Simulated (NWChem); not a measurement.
# CH3NSe (SMILES NC=[Se]) at 4 levels

Wanted: a comparison of 4 runs (HF/STO-3G, HF/3-21G, B3LYP/6-31G*) of CH3NSe. 

Program for the calculation: NWChem 7.3.0.

## 1. The structure to begin with

The species is CH3NSe (6 atoms), meant as a singlet with charge 0. SMILES: `NC=[Se]`. The shape comes from GFN2-xTB, which is rough for such elements, and wasn't checked as a minimum. This is one conformer, not always the lowest.

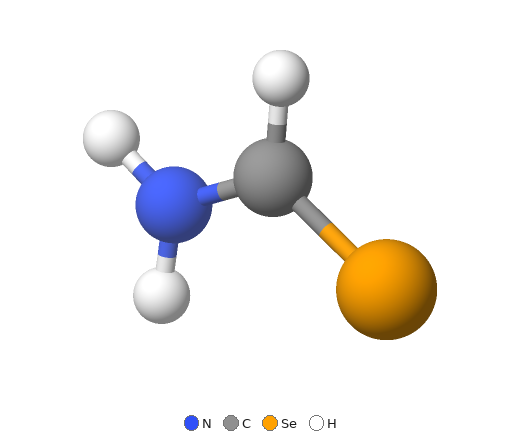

Viewed from a chosen angle; nitrogen blue, carbon grey, selenium orange, hydrogen white.

## 2. Energy and gradient at HF/STO-3G (run 1)

Input file ch3nse.xyz:

```xyz
6
CH3NSe
N     -0.203500    -0.413550     0.583590
C      0.012270     0.359800    -0.478120
Se     1.608580     0.697240    -1.163460
H     -1.126380    -0.591710     0.943480
H      0.587300    -0.844850     1.037430
H     -0.878280     0.793070    -0.922920
```

Input file ch3nse.nw:

```
start ch3nse
title "CH3NSe"
memory total 2200 mb
charge 0
geometry units angstrom noautosym nocenter noautoz
load format xyz ch3nse.xyz
end
basis spherical bse
* library STO-3G
end
scf
thresh 1e-08
maxiter 80
end
task scf gradient
```

Started as:

```
$ nwchem ch3nse.nw > ch3nse.out
```

The log of the run:

```text
[...]
  functions       =    31
[...]
  wavefunction    = RHF
[...]
         Total SCF energy =  -2466.393099886750
      One-electron energy =  -3768.148193426861
      Two-electron energy =   1144.026974877329
 Nuclear repulsion energy =    157.728118662782
        Time for solution =      2.0s
[...]
                         RHF ENERGY GRADIENTS
    atom               coordinates                        gradient
                 x          y          z           x          y          z
   1 N      -0.384559  -0.781496   1.102825    0.009178   0.011844  -0.017249
   2 C       0.023187   0.679923  -0.903516   -0.050761  -0.028846   0.045896
   3 Se      3.039775   1.317593  -2.198621    0.023598   0.004521  -0.009597
   4 H      -2.128550  -1.118170   1.782919    0.012566   0.004341  -0.007610
   5 H       1.109836  -1.596535   1.960458   -0.007044   0.007044  -0.008212
   6 H      -1.659709   1.498685  -1.744066    0.012461   0.001096  -0.003228
[...]
```

It took 3.9 s on 1 thread of AMD EPYC 7R13 (Zen 3), shared host; peak memory 0.095 GiB.

## 3. Energy and gradient at HF/3-21G (run 2)

Input file run.xyz:

```xyz
6
CH3NSe hf
N     -0.203500    -0.413550     0.583590
C      0.012270     0.359800    -0.478120
Se     1.608580     0.697240    -1.163460
H     -1.126380    -0.591710     0.943480
H      0.587300    -0.844850     1.037430
H     -0.878280     0.793070    -0.922920
```

Input file run.nw:

```
start run
title "CH3NSe hf"
memory total 2200 mb

geometry units angstrom noautosym nocenter noautoz
  load format xyz run.xyz
end

basis spherical bse
  * library 3-21G
end

scf
  thresh 1e-08
  maxiter 80
end

task scf gradient
```

Started as:

```
$ nwchem run.nw > run.out
```

The log of the run:

```text
[...]
  functions       =    46
[...]
  wavefunction    = RHF
[...]
         Total SCF energy =  -2482.012554003413
      One-electron energy =  -3773.040071731112
      Two-electron energy =   1133.299399064917
 Nuclear repulsion energy =    157.728118662782
        Time for solution =      2.1s
[...]
                         RHF ENERGY GRADIENTS
    atom               coordinates                        gradient
                 x          y          z           x          y          z
   1 N      -0.384559  -0.781496   1.102825    0.005000  -0.002012   0.002769
   2 C       0.023187   0.679923  -0.903516    0.026070   0.008500  -0.015376
   3 Se      3.039775   1.317593  -2.198621   -0.026513  -0.007672   0.014057
   4 H      -2.128550  -1.118170   1.782919   -0.007401  -0.001094   0.002063
   5 H       1.109836  -1.596535   1.960458    0.007574  -0.002967   0.002675
   6 H      -1.659709   1.498685  -1.744066   -0.004730   0.005246  -0.006188
[...]
```

Run time: 4.2 s. Hardware: 1 thread of AMD EPYC 7R13 (Zen 3), shared host; peak memory 0.095 GiB.

Run 3 isn't shown in full; the table further down has it.

## 4. Energy and gradient at B3LYP/6-31G(d) (Cartesian functions) (run 4)

Input file ch3nse.nw:

```
start ch3nse
title "CH3NSe"
memory 2200 mb
geometry units angstrom noautosym nocenter noautoz
   N     -0.203500    -0.413550     0.583590
   C      0.012270     0.359800    -0.478120
   Se     1.608580     0.697240    -1.163460
   H     -1.126380    -0.591710     0.943480
   H      0.587300    -0.844850     1.037430
   H     -0.878280     0.793070    -0.922920
end
basis
   * library 6-31G*
end
dft
   xc b3lyp
   grid xfine
   convergence energy 1e-08
   iterations 100
   mulliken
end
task dft gradient
```

Started as:

```
$ nwchem ch3nse.nw > ch3nse.out
```

The log of the run:

```text
[...]
          Wavefunction type:  closed shell.
          No. of atoms     :     6
          No. of electrons :    50
[...]
          Charge           :     0
          Spin multiplicity:     1
[...]
          AO basis - number of functions:    71
[...]
              XC Information
              --------------
                         B3LYP Method XC Potential
                     Hartree-Fock (Exact) Exchange  0.200
                        Slater Exchange Functional  0.800 local
                    Becke 1988 Exchange Functional  0.720 non-local
              Lee-Yang-Parr Correlation Functional  0.810
                  VWN I RPA Correlation Functional  0.190 local
[...]
 d= 0,ls=0.0,diis     1  -2495.8631527582 -2.65D+03  2.79D-02  1.69D+00     2.2
[...]
 d= 0,ls=0.0,diis    11  -2495.9480276314 -1.82D-09  3.38D-07  1.00D-09    18.2
         Total DFT energy =    -2495.948027631393
      One electron energy =    -3785.044361607455
           Coulomb energy =     1231.950395324074
    Exchange-Corr. energy =     -100.582180010793
 Nuclear repulsion energy =      157.728118662782
[...]
      Total Density - Mulliken Population Analysis
     ---------------------------------------------
    Atom       Charge   Shell Charges
 -----------   ------   -------------------------------------------------------
    1 N    7     7.64   1.99  0.78  2.58  0.78  1.49  0.03
    2 C    6     5.96   1.99  0.73  1.97  0.50  0.73  0.04
    3 Se  34    34.30   2.00  1.99  6.00  1.93  5.98  1.57  3.13  0.40  1.19  6.99  2.96  0.16
    4 H    1     0.65   0.50  0.15
    5 H    1     0.63   0.50  0.14
    6 H    1     0.81   0.53  0.29
[...]
  wavefunction    = closed shell
                         DFT ENERGY GRADIENTS
    atom               coordinates                        gradient
                 x          y          z           x          y          z
   1 N      -0.384559  -0.781496   1.102825    0.004429   0.001393  -0.002467
   2 C       0.023187   0.679923  -0.903516    0.005827  -0.000114  -0.000673
   3 Se      3.039775   1.317593  -2.198621   -0.017189  -0.004907   0.008989
   4 H      -2.128550  -1.118170   1.782919    0.004343   0.001026  -0.002101
   5 H       1.109836  -1.596535   1.960458   -0.002307   0.002158  -0.002477
   6 H      -1.659709   1.498685  -1.744066    0.004898   0.000444  -0.001271
[...]
```

It took 26 s on 1 thread of AMD EPYC 7R13 (Zen 3), shared host; peak memory 0.13 GiB.

## 5. Overview of the runs

| run | level | iteration cap | module | energy (Eh) | dipole moment (D) | HOMO energy (eV) | LUMO energy (eV) | wall time |
| --- | --- | --- | --- | --- | --- | --- | --- | --- |
| 1 | HF/STO-3G | 80 | scf | -2466.393100 | 4.77 | -5.47 | 6.11 | 3.9 s |
| 2 | HF/3-21G | 80 | scf | -2482.012554 | 5.09 | -8.02 | 2.96 | 4.2 s |
| 3 | B3LYP/6-31G* (spherical functions) | 100 | dft | -2495.938613 | – | – | – | 25 s |
| 4 | B3LYP/6-31G* (Cartesian functions) | 100 | dft | -2495.948028 | 4.82 | -5.49 | -1.14 | 26 s |

## 6. Results

| quantity | value |
| --- | --- |
| run 4: total energy | -2495.94803 Eh |
| run 4: dipole moment | 4.82 D |
| run 4: HOMO energy | -5.49 eV |
| run 4: LUMO energy | -1.14 eV |
| run 4: HOMO–LUMO gap | 4.35 eV |
| run 4: largest force on an atom | 1.029 eV/Å |

Over runs 1, 2, 4 the dipole moment (its size) runs from 4.77 D (HF/STO-3G) to 5.09 D (HF/3-21G). Over runs 1, 2, 4 the HOMO–LUMO gap runs from 4.35 eV (B3LYP/6-31G*) to 11.58 eV (HF/STO-3G). The two ends differ in method and basis. In run 1 the basis is minimal, so the values are rough. All runs together took 59 s, the longest 26 s.
